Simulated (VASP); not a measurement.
# Calcium with SCAN: from relaxation to properties, part 2 of 3

Aim: relax Calcium, then compute properties on the relaxed cell. Left out of this account: 1 further run (phonons: it ended without a result to show). The start is a cell from a database of measured crystal structures.

VASP 6.6.1; SCAN; plane waves and PAW (Ca_sv).

Still holding for the runs below: The k-mesh is coarse for a metal.

So far. Step 2 (Relaxing cell and atoms (SCAN)): It ends with forces that vanish by symmetry and a pressure of 0.00 GPa. The volume lies -1.6 % from that of the database's start, which holds the thermal and zero-point expansion of its experiment. Step 3 (Second relaxation): It ends with forces that vanish by symmetry and a pressure of 0.00 GPa. The volume moved by under 0.01 %: the run met its threshold at the first step. The relaxed cell has a = 5.559 Å (conventional setting).

## Step 4: Single point with fields (SCAN)

The relaxed cell gets a fresh self-consistent run, on a basis set for its own volume, to fix the density and to check the remaining stress.

Contents of INCAR:

```
SYSTEM = Ca
PREC = Accurate
ENCUT = 400
EDIFF = 1E-06
NELM = 100
ISMEAR = 1
SIGMA = 0.2
LREAL = .FALSE.
ALGO = Normal
METAGGA = SCAN
LASPH = .TRUE.
NBANDS = 11
LORBIT = 11
LWAVE = .FALSE.
LCHARG = .TRUE.
ISIF = 2
LELF = .TRUE.
LVHAR = .TRUE.
```

Contents of POSCAR:

```
Ca
1.0
    0.0000000000      2.7792990520      2.7792990520
    2.7792990520      0.0000000000      2.7792990520
    2.7792990520      2.7792990520      0.0000000000
Ca
1
Direct
    0.0000000000      0.0000000000      0.0000000000
```

Contents of KPOINTS:

```
Automatic mesh
0
Gamma
8 8 8
0 0 0
```

PAW data sets: Ca_sv (PBE family, release 64).

Started as:

```
$ mpirun -np 2 vasp_std
```

Log:

```text
[banner, memory and clock lines left out]
running    2 mpi-ranks, on    1 nodes
 distrk:  each k-point on    2 cores,    1 groups
 distr:  one band on    1 cores,    2 groups

 POSCAR found type information on POSCAR Ca
 POSCAR found :  1 types and       1 ions
 [... a notice as in an earlier step ...]

 LDA part: xc-table for (None), standard interpolation
|                                                                             |
|           W    W    AA    RRRRR   N    N  II  N    N   GGGG   !!!           |
|           W    W   A  A   R    R  NN   N  II  NN   N  G    G  !!!           |
|           W    W  A    A  R    R  N N  N  II  N N  N  G       !!!           |
|           W WW W  AAAAAA  RRRRR   N  N N  II  N  N N  G  GGG   !            |
|           WW  WW  A    A  R   R   N   NN  II  N   NN  G    G                |
|           W    W  A    A  R    R  N    N  II  N    N   GGGG   !!!           |
|                                                                             |
|     The number of bands has been changed from the values supplied in        |
|     The orbitals not found in the WAVECAR file will be initialized with     |
|     random numbers, which is usually adequate. For correlated               |
|     calculations, however, you should redo the groundstate calculation.     |
|     I found NBANDS = 11. Now, NBANDS = 12.                                  |
|                                                                             |

 POSCAR, INCAR and KPOINTS ok, starting setup
 FFT: planning ... GRIDC
 FFT: planning ... GRID_SOFT
 FFT: planning ... GRID
 WAVECAR not read
 entering main loop
       N       E                     dE             d eps       ncg     rms          rms(c)
DAV:   1     0.495576716433E+02    0.49558E+02   -0.44863E+03   696   0.635E+02
DAV:   2    -0.101954310401E+02   -0.59753E+02   -0.59218E+02   812   0.186E+02
DAV:   3    -0.116254008691E+02   -0.14300E+01   -0.14075E+01  1024   0.269E+01
DAV:   4    -0.116851267640E+02   -0.59726E-01   -0.59593E-01   844   0.476E+00
DAV:   5    -0.116859585938E+02   -0.83183E-03   -0.83185E-03   956   0.511E-01    0.707E-01
DAV:   6    -0.961161529363E+01    0.20743E+01   -0.19236E+00  1116   0.899E+00    0.193E+00
DAV:   7    -0.957482965637E+01    0.36786E-01   -0.48653E-02   948   0.172E+00    0.196E+00
DAV:   8    -0.960925384613E+01   -0.34424E-01   -0.16823E-01  1040   0.230E+00    0.780E-01
DAV:   9    -0.961113503717E+01   -0.18812E-02   -0.15401E-02   852   0.674E-01    0.749E-01
DAV:  10    -0.961322393453E+01   -0.20889E-02   -0.22263E-03   780   0.426E-01    0.346E-01
DAV:  11    -0.961715025606E+01   -0.39263E-02   -0.37989E-03   792   0.511E-01    0.272E-01
DAV:  12    -0.961994320440E+01   -0.27929E-02   -0.19626E-03   856   0.293E-01    0.434E-01
DAV:  13    -0.961921901817E+01    0.72419E-03   -0.39576E-04   892   0.182E-01    0.351E-01
DAV:  14    -0.962043089480E+01   -0.12119E-02   -0.27582E-04   784   0.171E-01    0.462E-01
DAV:  15    -0.961668688858E+01    0.37440E-02   -0.16124E-03   744   0.437E-01    0.149E-01
DAV:  16    -0.961574841250E+01    0.93848E-03   -0.31374E-04   928   0.169E-01    0.461E-02
DAV:  17    -0.961587899262E+01   -0.13058E-03   -0.30896E-05   888   0.438E-02    0.416E-02
DAV:  18    -0.961575316067E+01    0.12583E-03   -0.63278E-05   940   0.689E-02    0.277E-03
DAV:  19    -0.961582650003E+01   -0.73339E-04   -0.74771E-06   816   0.258E-02    0.132E-02
DAV:  20    -0.961574998185E+01    0.76518E-04   -0.32486E-06   812   0.184E-02    0.121E-03
DAV:  21    -0.961573539935E+01    0.14583E-04   -0.37629E-07   536   0.574E-03    0.896E-04
DAV:  22    -0.961573922140E+01   -0.38220E-05   -0.76134E-08   360   0.207E-03    0.934E-04
DAV:  23    -0.961574400988E+01   -0.47885E-05   -0.44706E-08   360   0.145E-03    0.100E-03
DAV:  24    -0.961574760153E+01   -0.35917E-05   -0.20925E-08   352   0.127E-03    0.447E-04
DAV:  25    -0.961574947998E+01   -0.18784E-05   -0.41574E-09   348   0.490E-04    0.282E-04
DAV:  26    -0.961575042971E+01   -0.94973E-06   -0.18980E-09   348   0.382E-04
   1 F= -.96157504E+01 E0= -.96139784E+01  d E =-.531604E-02
```

It took 26 s on 2 MPI ranks of Intel Xeon 6975P-C (Granite Rapids), shared host; peak memory 0.26 GiB.

From OUTCAR (step 4):

```text
The static configuration has the point symmetry O_h .

 Found     29 irreducible k-points:

   k-points           NKPTS =     29   k-points in BZ     NKDIM =     29   number of bands    NBANDS=     12

   NELECT =      10.0000    total number of electrons

 E-fermi :   1.8706

 k-point     1 :       0.0000    0.0000    0.0000
  band No.  band energies     occupation
      1     -41.9767      2.00000
      2     -21.9748      2.00000
      3     -21.9748      2.00000
      4     -21.9746      2.00000
      5      -2.2472      2.00000
      6       4.5215     -0.00000
      7       4.5216     -0.00000
      8       4.5216     -0.00000
      9       5.6608     -0.00000
     10       5.6608     -0.00000
    ...

 k-point     2 :       0.1250    0.0000    0.0000
  band No.  band energies     occupation
      1     -41.9749      2.00000
      2     -21.9947      2.00000
      3     -21.9776      2.00000
      4     -21.9774      2.00000
      5      -1.9749      2.00000
      6       4.2239     -0.00000
      7       4.6158     -0.00000
      8       4.6159     -0.00000
      9       5.5848     -0.00000
     10       5.5848     -0.00000
    ...

  Total       -0.0006673     -0.0006673     -0.0006673      0.0000000      0.0000000     -0.0000000
  in kB       -0.0249000     -0.0249000     -0.0249000      0.0000000      0.0000000     -0.0000000
  external PRESSURE =      -0.0249000 kB  Pullay stress =       0.0000000 kB

  FREE ENERGIE OF THE ION-ELECTRON SYSTEM (eV)
  ---------------------------------------------------
  free  energy   TOTEN  =        -9.6157504297 eV

  energy  without entropy=       -9.6104343871  energy(sigma->0) =       -9.61397842

[... 11 parts as in an earlier step ...]

[... 3 further parts left out ...]
```

This step gave:

- SCF cycles: 26
- bands: 12
- pressure: -0.00249 GPa

Valence electrons inside each PAW sphere by angular momentum. Sphere charges, by row:

| atom | s (e) | p (e) | d (e) | tot (e) |
| --- | --- | --- | --- | --- |
| Ca1 | 2.073 | 5.837 | 0.142 | 8.052 |

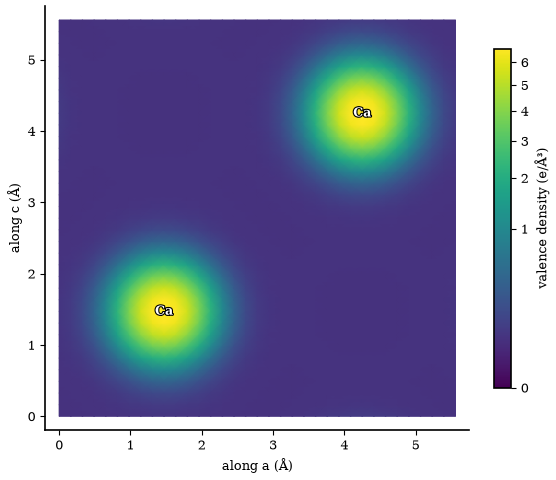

Valence density in the ac plane of the conventional cell at fractional y = 0.000, with atoms of Ca within 0.2 Å of it. It is the smooth field of the valence electrons, not physical close to the nuclei. The map starts off the cell's origin, so that atoms lie inside it. The colour scale is stretched toward low values.

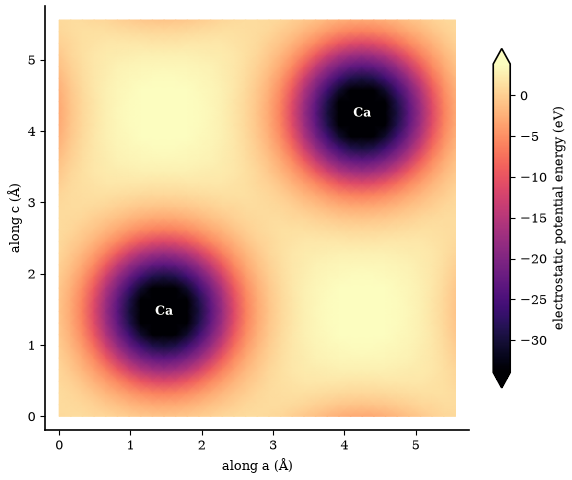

Electrostatic potential energy in the ac plane of the conventional cell at fractional y = 0.000, with atoms of Ca within 0.2 Å of it. With pseudopotentials it is smooth inside the atoms' cores, unlike the true potential. The map starts off the cell's origin, so that atoms lie inside it.

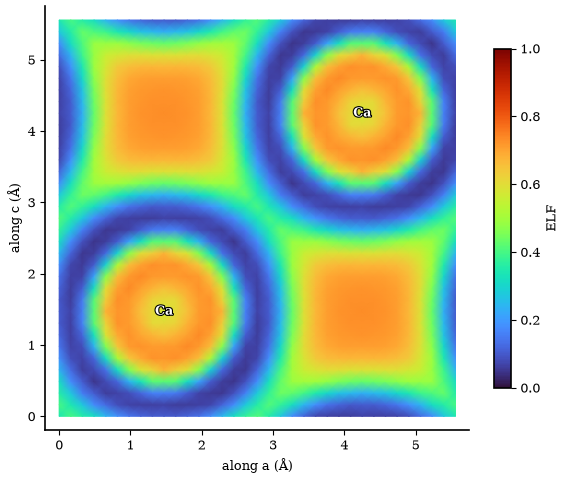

ELF in the ac plane of the conventional cell at fractional y = 0.000, with atoms of Ca within 0.2 Å of it. It is the smooth field of the valence electrons, not physical close to the nuclei. The map starts off the cell's origin, so that atoms lie inside it.

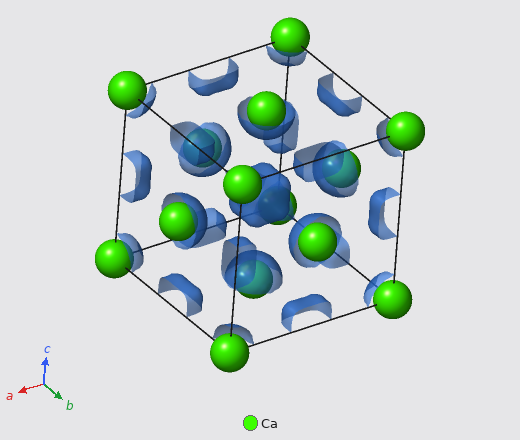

Surface of ELF = 0.66.

In this run the pressure is 0.00 GPa, small enough to go on.

## Step 5: Bands along the symmetry lines (SCAN)

Levels along the symmetry lines show where the bands peak and cross; KPOINTS_OPT computes them in the converged potential.

Contents of INCAR:

```
SYSTEM = Ca
PREC = Accurate
ENCUT = 400
EDIFF = 1E-06
NELM = 100
ISMEAR = 1
SIGMA = 0.2
LREAL = .FALSE.
ALGO = Normal
METAGGA = SCAN
LASPH = .TRUE.
NBANDS = 16
LORBIT = 11
LWAVE = .FALSE.
LCHARG = .FALSE.
KPAR = 2
```

POSCAR is that of step 4.

KPOINTS is that of step 4.

Contents of KPOINTS_OPT:

```
Line mode
16
Line-mode
Reciprocal
  0.00000000   0.00000000   0.00000000 GAMMA
  0.50000000   0.00000000   0.50000000 X

  0.50000000   0.00000000   0.50000000 X
  0.50000000   0.25000000   0.75000000 W

  0.50000000   0.25000000   0.75000000 W
  0.37500000   0.37500000   0.75000000 K

  0.37500000   0.37500000   0.75000000 K
  0.00000000   0.00000000   0.00000000 GAMMA

  0.00000000   0.00000000   0.00000000 GAMMA
  0.50000000   0.50000000   0.50000000 L

  0.50000000   0.50000000   0.50000000 L
  0.62500000   0.25000000   0.62500000 U

  0.62500000   0.25000000   0.62500000 U
  0.50000000   0.25000000   0.75000000 W

  0.50000000   0.25000000   0.75000000 W
  0.50000000   0.50000000   0.50000000 L

  0.50000000   0.50000000   0.50000000 L
  0.37500000   0.37500000   0.75000000 K

  0.62500000   0.25000000   0.62500000 U
  0.50000000   0.00000000   0.50000000 X
```

Started as:

```
$ mpirun -np 2 vasp_std
```

Log:

```text
[... set-up lines as in an earlier step ...]
 entering main loop
       N       E                     dE             d eps       ncg     rms          rms(c)
DAV:   1     0.585507778768E+02    0.58551E+02   -0.42240E+03   928   0.481E+02
DAV:   2    -0.993284938495E+01   -0.68484E+02   -0.67200E+02  1128   0.159E+02
DAV:   3    -0.116521342350E+02   -0.17193E+01   -0.16954E+01  1272   0.231E+01
DAV:   4    -0.116852074371E+02   -0.33073E-01   -0.32999E-01  1104   0.270E+00
DAV:   5    -0.116859628222E+02   -0.75539E-03   -0.75532E-03  1256   0.328E-01    0.705E-01
DAV:   6    -0.960793528587E+01    0.20780E+01   -0.16617E+00  1504   0.674E+00    0.186E+00
DAV:   7    -0.957543484303E+01    0.32500E-01   -0.64917E-02  1200   0.164E+00    0.196E+00
DAV:   8    -0.961895131010E+01   -0.43516E-01   -0.12320E-01  1552   0.116E+00    0.710E-01
DAV:   9    -0.961595066075E+01    0.30006E-02   -0.72018E-03   968   0.395E-01    0.377E-01
DAV:  10    -0.961835727761E+01   -0.24066E-02   -0.16340E-03  1088   0.323E-01    0.528E-01
DAV:  11    -0.961473487609E+01    0.36224E-02   -0.18193E-02  1056   0.107E+00    0.732E-02
DAV:  12    -0.961530597038E+01   -0.57109E-03   -0.14586E-03  1016   0.240E-01    0.428E-02
DAV:  13    -0.961520212590E+01    0.10384E-03   -0.12021E-04   992   0.815E-02    0.510E-02
DAV:  14    -0.961596542504E+01   -0.76330E-03   -0.36334E-05  1176   0.467E-02    0.165E-02
DAV:  15    -0.961578337329E+01    0.18205E-03   -0.58334E-06   928   0.172E-02    0.389E-03
DAV:  16    -0.961576214040E+01    0.21233E-04   -0.30347E-06   960   0.136E-02    0.160E-03
DAV:  17    -0.961573662150E+01    0.25519E-04   -0.56466E-07   984   0.424E-03    0.136E-03
DAV:  18    -0.961574327598E+01   -0.66545E-05   -0.16175E-07   720   0.326E-03    0.515E-04
DAV:  19    -0.961574859103E+01   -0.53150E-05   -0.24328E-08   512   0.122E-03    0.187E-04
DAV:  20    -0.961575121705E+01   -0.26260E-05   -0.39817E-09   480   0.500E-04    0.128E-04
DAV:  21    -0.961575115050E+01    0.66553E-07   -0.75920E-10   488   0.196E-04
   1 F= -.96157512E+01 E0= -.96139791E+01  d E =-.531609E-02
 Start KPOINTS_OPT (optional k-point list driver)
k-point batch [1-29\160]
       N       E                     dE             ncg
DAV:   1    -0.421282362836E+04   -0.11153E+05      928
DAV:   2    -0.619932726407E+04   -0.19865E+04     1184
DAV:   3    -0.624153639270E+04   -0.42209E+02     1192
DAV:   4    -0.624219721622E+04   -0.66082E+00     1168
DAV:   5    -0.624221315210E+04   -0.15936E-01     1168
DAV:   6    -0.624221346019E+04   -0.30808E-03     1152
DAV:   7    -0.624221346891E+04   -0.87261E-05      960
DAV:   8    -0.624221346921E+04   -0.29967E-06      832
[...]
k-point batch [146-160\160]
       N       E                     dE             ncg
DAV:   1     0.194931872426E+04   -0.69918E+04      480
DAV:   2     0.940593432148E+03   -0.10087E+04      608
DAV:   3     0.922629784614E+03   -0.17964E+02      624
DAV:   4     0.922274973708E+03   -0.35481E+00      672
DAV:   5     0.922271499618E+03   -0.34741E-02      616
DAV:   6     0.922271430190E+03   -0.69428E-04      632
DAV:   7     0.922271428467E+03   -0.17229E-05      536
DAV:   8     0.922271428419E+03   -0.47673E-07      448
```

Wall time 63 s (2 MPI ranks); peak memory 0.32 GiB.

From OUTCAR (step 5):

```text
   k-points           NKPTS =     29   k-points in BZ     NKDIM =     29   number of bands    NBANDS=     16

   NELECT =      10.0000    total number of electrons

 E-fermi :   1.8706

 k-point     1 :       0.0000    0.0000    0.0000
  band No.  band energies     occupation
      1     -41.9766      2.00000
      2     -21.9747      2.00000
      3     -21.9747      2.00000
      4     -21.9746      2.00000
      5      -2.2472      2.00000
      6       4.5215     -0.00000
      7       4.5217     -0.00000
      8       4.5217     -0.00000
      9       5.6608     -0.00000
     10       5.6608     -0.00000
    ...

  Total       -0.0009554     -0.0009554     -0.0009554     -0.0000000      0.0000000     -0.0000000
  in kB       -0.0356483     -0.0356483     -0.0356483     -0.0000000      0.0000000     -0.0000000
  external PRESSURE =      -0.0356483 kB  Pullay stress =       0.0000000 kB

  FREE ENERGIE OF THE ION-ELECTRON SYSTEM (eV)
  ---------------------------------------------------
  free  energy   TOTEN  =        -9.6157511505 eV

  energy  without entropy=       -9.6104350566  energy(sigma->0) =       -9.61397912

[... 10 parts as in an earlier step ...]

[... 7 further parts left out ...]
```

Numbers from this step:

```yaml
scf_cycles: 21
bands: 16
pressure: -0.003565 GPa
```

Electronic bands along the path, in eV, zero at the Fermi level; # counts the bands kept, so #1 is VASP's band 5:

| point | #1 | #2 | #3 | #4 | #5 |
| --- | --- | --- | --- | --- | --- |
| Γ | -4.12 | 2.65 | 2.65 | 2.65 | 3.79 |
| X | -0.37 | 0.81 | 1.01 | 4.51 | 4.71 |
| W | 0.29 | 0.85 | 0.85 | 2.87 | 4.71 |
| K | 0.10 | 0.60 | 0.93 | 3.62 | 4.41 |
| Γ | -4.12 | 2.65 | 2.65 | 2.65 | 3.79 |
| L | -0.87 | -0.21 | 2.54 | 2.54 | 4.51 |
| U | 0.10 | 0.60 | 0.93 | 3.62 | 4.41 |
| W | 0.29 | 0.85 | 0.85 | 2.87 | 4.71 |
| L | -0.87 | -0.21 | 2.54 | 2.54 | 4.51 |
| K | 0.10 | 0.60 | 0.93 | 3.62 | 4.41 |
| jump to U | 0.10 | 0.60 | 0.93 | 3.62 | 4.41 |
| X | -0.37 | 0.81 | 1.01 | 4.51 | 4.71 |

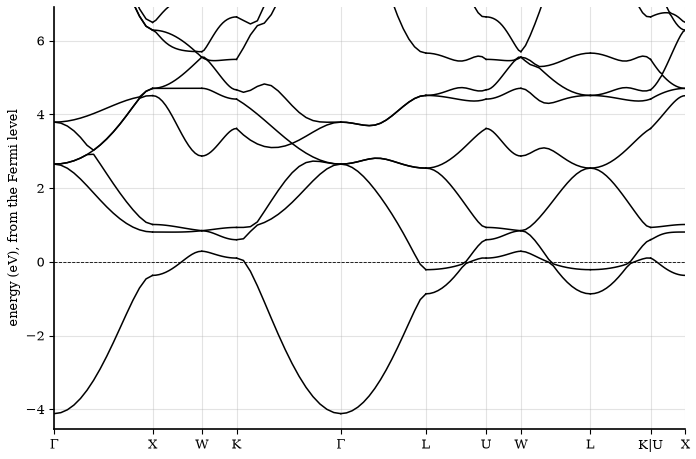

Electronic bands along the path.

There is no gap at this level.

Of the bands kept, 2 cross the Fermi level on this path.

[end of part 2 of 3]

[Lines on the potential files, build, host, timing and source positions are cut from VASP's logs without a mark.]

[Logs are printed without paths, hosts, clocks, repeated set-up lines and the standing remarks that a program may print on its own settings, such as how far it seeks lower states.]

[Hosts, paths, dates, database ids (printed as entryN), source tags and the programs' standing remarks are cut or masked in the printed files.]

[A measured line is paired with the nearest computed mode of its activity, which favours agreement.]
